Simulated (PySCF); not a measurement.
**SiH3 (silyl radical): levels of theory compared**

Aim: a comparison of 6 runs (UHF/STO-3G, UB3LYP/6-31G*, U-r2SCAN/cc-pVTZ, UPBE/cc-pVTZ, UTPSS/cc-pVTZ, UCCSD(T)/cc-pVTZ) of SiH3 (silyl radical). Input form: a Python script.

Program for the calculation: PySCF 2.14.0.

3 further runs of the same task are left out: 3 set aside as unsound or not needed.

## (1) Starting point

The species is SiH3 (4 atoms), meant as a doublet with charge 0. As SMILES, `[SiH3]`. The Si1–H3 distance was set to 1.932 Å, away from the relaxed value.

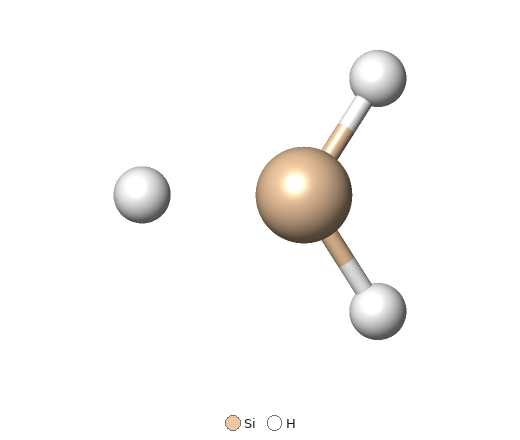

The structure, seen from a chosen angle (silicon light orange, hydrogen white).

## (2) A single-point energy at UHF/STO-3G (run 1)

The input, mol.xyz:

```xyz
4

Si     0.449142     0.385566    -0.231285
H      0.714512     1.077766     1.056645
H     -0.224040    -1.401650     0.060130
H     -0.473528     1.175716    -1.087245
```

The input, job.py:

```python
from pyscf import gto

mol = gto.M(
    atom='mol.xyz',
    spin=1,
    basis='sto-3g',
    verbose=4,
    charge=0,
    max_memory=1860,
)

mf = mol.UHF()
mf.conv_tol = 1e-10
mf.kernel()
if not mf.converged:
    mf = mf.newton().run(mf.mo_coeff, mf.mo_occ)

energy = mf.e_tot
print('Final energy', energy)
```

Run with:

```
$ OMP_NUM_THREADS=1 python job.py
```

The log of the run:

```text
PySCF version 2.14.0

[... 96 lines left out ...]
converged SCF energy = -287.194055278826  <S^2> = 0.76350029  2S+1 = 2.013455
Final energy -287.1940552788262
```

Wall time 0.71 s (1 thread of Arm Neoverse V2, shared host); peak memory 0.12 GiB.

## (3) A single-point energy at UB3LYP/6-31G(d) (spherical functions) (run 2)

The input, calc.py:

```python
from pyscf import gto, dft

mol = gto.M(
    atom='''
Si     0.848755     0.728614    -0.437065
H      1.350232     2.036683     1.996770
H     -0.423374    -2.648735     0.113629
H     -0.894838     2.221781    -2.054595
''',
    unit='bohr',
    max_memory=1860,
    spin=1,
    verbose=3,
    basis='6-31g*',
)

mf = dft.UKS(mol, xc='b3lyp')
mf.grids.level = 5
mf.conv_tol = 1e-10
mf.kernel()
if not mf.converged:
    mf = mf.newton().run(mf.mo_coeff, mf.mo_occ)

e_final = mf.e_tot
print('Final energy', e_final)
```

Run with:

```
$ OMP_NUM_THREADS=1 python calc.py
```

The log of the run:

```text
converged SCF energy = -291.195207724601  <S^2> = 0.75117374  2S+1 = 2.0011734
Final energy -291.1952077246008
```

Run time: 3.6 s. Hardware: 1 thread of Arm Neoverse V2, shared host; peak memory 0.2 GiB.

## (4) The energy at U-r2SCAN/cc-pVTZ (run 3)

The input, job.py:

```python
from pyscf import gto, dft

molecule = gto.M(
    atom='Si 0.449142 0.385566 -0.231285; H 0.714512 1.077766 1.056645; H -0.224040 -1.401650 0.060130; H -0.473528 1.175716 -1.087245',
    basis='cc-pvtz',
    spin=1,
    max_memory=1860,
    verbose=3,
)

mf = dft.UKS(molecule)
mf.xc = 'r2scan'
mf.grids.level = 5
mf.conv_tol = 1e-10
mf.kernel()
if not mf.converged:
    mf = mf.newton().run(mf.mo_coeff, mf.mo_occ)

energy = mf.e_tot
print('E = %.10f Eh' % energy)
```

Run with:

```
$ OMP_NUM_THREADS=1 python job.py
```

The log of the run:

```text
WARN: HOMO -0.179574207916278 >= LUMO -0.179574207916275

converged SCF energy = -291.174950359181  <S^2> = 0.75491745  2S+1 = 2.0049114
E = -291.1749503592 Eh
```

Wall time 22 s (1 thread of Arm Neoverse V2, shared host); peak memory 0.4 GiB.

Runs 4 to 5 aren't shown in full; the table further down has their settings and results.

## (5) The energy at UCCSD(T)/cc-pVTZ (run 6)

The input, input.py:

```python
from pyscf import gto, scf, cc

mol = gto.M(
    atom='''
Si     0.848755     0.728614    -0.437065
H      1.350232     2.036683     1.996770
H     -0.423374    -2.648735     0.113629
H     -0.894838     2.221781    -2.054595
''',
    unit='bohr',
    max_memory=1860,
    spin=1,
    verbose=3,
    basis='cc-pvtz',
)

mf = scf.UHF(mol)
mf.conv_tol = 1e-10
mf.kernel()
if not mf.converged:
    mf = mf.newton().run(mf.mo_coeff, mf.mo_occ)

mycc = cc.CCSD(mf, frozen=5)
mycc.kernel()
e_t = mycc.ccsd_t()
e_final = mycc.e_tot + e_t
print('E(%s) = %.9f' % ('CCSD(T)', e_final))
```

Run with:

```
$ OMP_NUM_THREADS=1 python input.py
```

The log of the run:

```text
converged SCF energy = -290.59991512443  <S^2> = 0.75492075  2S+1 = 2.0049147
E(UCCSD) = -290.7463713946014  E_corr = -0.1464562701709913
UCCSD(T) correction = -0.00410179679426279
E(CCSD(T)) = -290.750473191
```

Run time: 16 s. Hardware: 1 thread of Arm Neoverse V2, shared host; peak memory 1.3 GiB.

## (6) All runs side by side

```
run                                level  integration grid  frozen core orbitals  energy (Eh)  dipole moment (D) of the reference  HOMO energy (eV)  LUMO energy (eV)  wall time
  1                           UHF/STO-3G                 –                     –  -287.194055                                0.86             -6.52              6.10     0.71 s
  2  UB3LYP/6-31G* (spherical functions)                 5                     –  -291.195208                                0.77             -6.20             -3.12      3.6 s
  3                     U-r2SCAN/cc-pVTZ                 5                     –  -291.174950                                0.67             -5.84             -3.22       22 s
  4                         UPBE/cc-pVTZ                 5                     –  -291.046546                                0.63             -5.47             -3.72      9.3 s
  5                        UTPSS/cc-pVTZ                 5                     –  -291.235448                                0.69             -5.64             -3.65       20 s
  6                     UCCSD(T)/cc-pVTZ                 –                     5  -290.750473                                0.89             -9.35              0.94       16 s
```

## (7) Results

| quantity | value |
| --- | --- |
| run 6: total energy | -290.75047 Eh |
| run 6: dipole moment (Hartree–Fock density) | 0.89 D |
| run 6: HOMO energy (Hartree–Fock orbitals) (highest over α and β) | -9.35 eV |
| run 6: LUMO energy (Hartree–Fock orbitals) (lowest over α and β) | 0.94 eV |
| run 6: correlation energy (5 core orbitals frozen) | -150.6 mEh |
| run 6: (T) correction | -4.10 mEh |
| run 6: ⟨S²⟩ of the reference determinant | 0.755 |
| run 6: T1 diagnostic | 0.018 |

Over runs 1, 2, 3, 4, 5 the dipole moment (its size) runs from 0.63 D (UPBE/cc-pVTZ) to 0.86 D (UHF/STO-3G). The two ends differ in method and basis. Totals of different functionals can't be ranked against each other. In run 1 the basis is minimal, so the values are rough. All runs together took 72 s, the longest 22 s.
